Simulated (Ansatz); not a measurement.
A series of calculations on BH3SF2

**1. Relaxation**

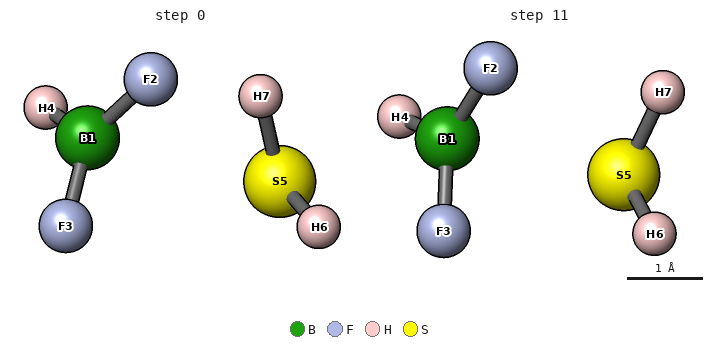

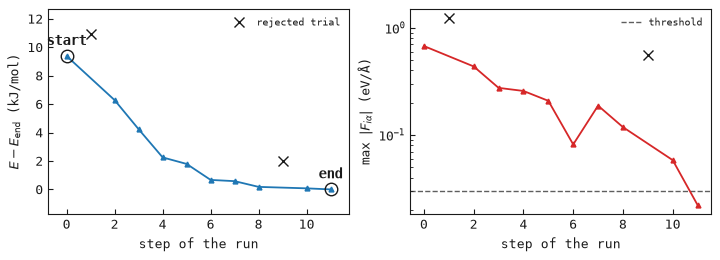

First and last geometry of a relaxation of BH$_{3}$SF$_{2}$, with the history of the run. Style: ball-and-stick. Shown at a tilt.

The run prepares an end point of a later path (reaction) calculation, from a guessed geometry.

Level of theory: Ansatz 0.2.0, RKS revPBE-D4/def2-SVP. Set-up: no spin polarisation; force threshold 0.03 eV/Å; at most 50 steps.

Q: What do the curves and the structures tell?

A: It converged. After 9 accepted moves (11 points after the start) the energy has fallen by 9.38 kJ/mol. The largest force component goes from 0.68 to 0.022 eV/Å. The line search rejected the trial steps at points 1, 9 of the run. The atom that moves furthest after the best rigid fit is H7 (0.59 Å). By element the largest moves are H 0.59 Å, F 0.31 Å, S 0.23 Å, B 0.02 Å. Near-neighbour distances that change, for instance: B1–S5 3.089 → 2.856 Å, S5–H7 1.385 → 1.362 Å, B1–F3 1.331 → 1.340 Å, B1–F2 1.335 → 1.343 Å. The run took 23 s on 1 thread of Arm Neoverse V1 (shared host), peak memory 0.14 GiB.

```
step  E − E(0), kJ/mol  largest force component, eV/Å      note
   0              0.00                         0.6762          
   1              1.58                         1.2336  rejected
   2             -3.10                         0.4361          
   3             -5.15                         0.2752          
   4             -7.13                         0.2575          
   5             -7.59                         0.2083          
   6             -8.71                         0.0815          
   7             -8.80                         0.1877          
   8             -9.20                         0.1183          
   9             -7.39                         0.5562  rejected
  10             -9.31                         0.0582          
  11             -9.38                         0.0222
```

**2. Relaxation**

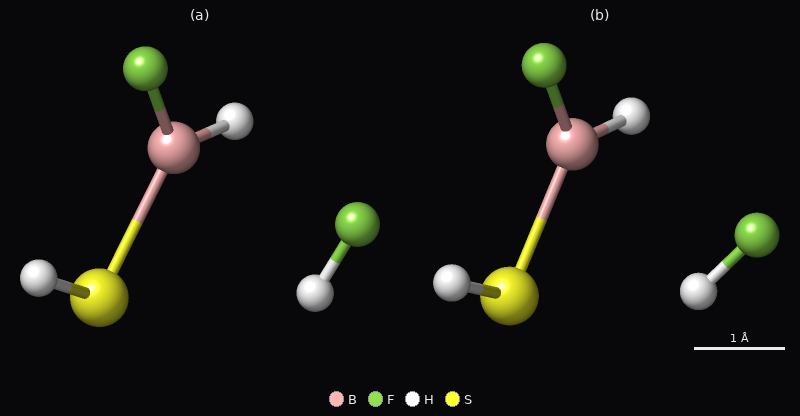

The structure of BH3SF2 before (left) and after (right) a relaxation, at one scale.

The picture is a ball-and-stick view, seen at a tilt.

The run prepares an end point of a later path (reaction) calculation, from a guessed geometry.

Level of theory: RKS revPBE-D4/def2-SVP (Ansatz). Settings: no spin polarisation; force threshold 0.03 eV/Å; at most 50 steps.

> Describe what moved and what it gained.

The atom that moves furthest after the best rigid fit is an H atom (0.19 Å). Largest moves by element: H 0.19 Å, F 0.13 Å, S 0.12 Å, B 0.06 Å. Some distances before and after: B–S 1.869 → 1.836 Å, F–H 0.934 → 0.946 Å. The energy falls by 4.04 kJ/mol in 8 accepted moves (9 points after the start). The largest force component goes from 0.65 to 0.025 eV/Å. The line search rejected the trial step at point 2 of the run.

Limits of the set-up: the start holds two separate molecules, 2.5 Å apart at their closest, whose relative position is a soft coordinate.

**3. Path**

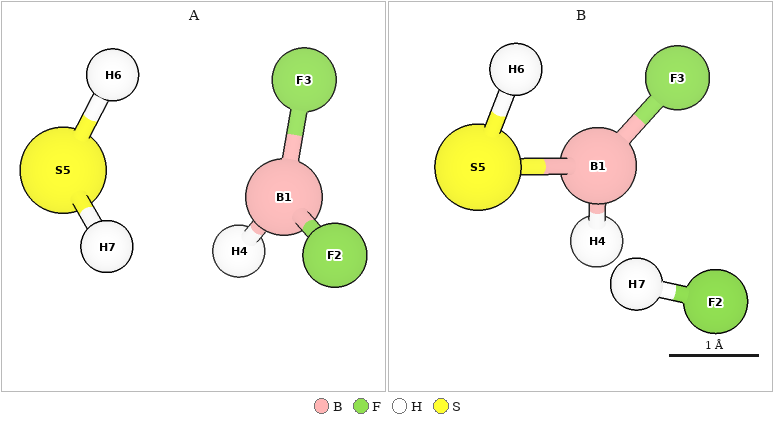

The two relaxed end points of a path for BH3SF2, made up at the start of BHF2 and H2S. The picture is a ball-and-stick view, seen from a free direction.

The calculation used Ansatz, RKS revPBE-D4/def2-SVP.

Set-up: 7 movable images; climbing image; force threshold 0.05 eV/Å; iteration limit 60.

Start:
```xyz
7

B     0.0600   -0.2386   -0.0104
F    -0.1305   -0.8260    1.1817
F     1.3263   -0.0902   -0.4229
H    -0.8696   -0.0592   -0.7678
S    -0.1196    2.3945    1.0808
H     1.1873    2.2619    1.4420
H    -0.5422    1.8151    2.2387
```

End:
```xyz
7

B     0.1570    0.5903   -0.1857
F    -0.5032   -0.4633    2.1285
F     1.3493   -0.0009   -0.2634
H    -0.8137    0.1354   -0.7505
S    -0.0150    2.2170    0.6480
H     1.2801    2.2980    1.0708
H    -0.5425    0.4810    2.0942
```

Q: Predict the minimum-energy path and its barrier.

A: Forward barrier 103.4 kJ/mol, backward barrier 21.1 kJ/mol, with image 5 at the top; the reaction energy is +82.3 kJ/mol. Breaking: B1–F2 (1.34 → 1.67 at the top → 2.63 Å), S5–H7 (1.36 → 1.71 at the top → 2.32 Å). Forming: B1–S5 (2.86 → 2.00 at the top → 1.84 Å), F2–H7 (2.87 → 1.13 at the top → 0.95 Å). The band is converged.

Energies of the converged images:

| image | path (Å) | E (kJ/mol) |
| --- | --- | --- |
| 0 | 0.00 | 0.0 |
| 1 | 0.37 | 0.0 |
| 2 | 0.73 | 4.5 |
| 3 | 1.10 | 21.9 |
| 4 | 1.46 | 66.7 |
| 5 | 1.82 | 103.4 |
| 6 | 2.14 | 93.3 |
| 7 | 2.45 | 84.8 |
| 8 | 2.76 | 82.3 |

The geometry at the top of the path:

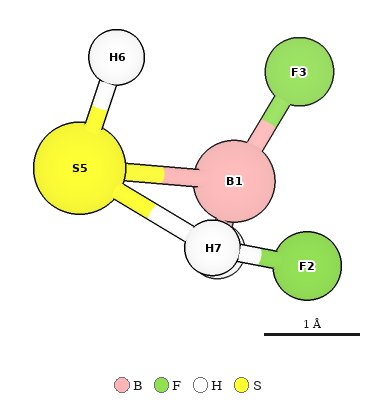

Limits of the set-up: the start holds two separate molecules, 2.9 Å apart at their closest, whose relative position is a soft coordinate.

The run took 2.9 min on 1 thread of Arm Neoverse V1, on a shared host, peak memory 0.15 GiB.
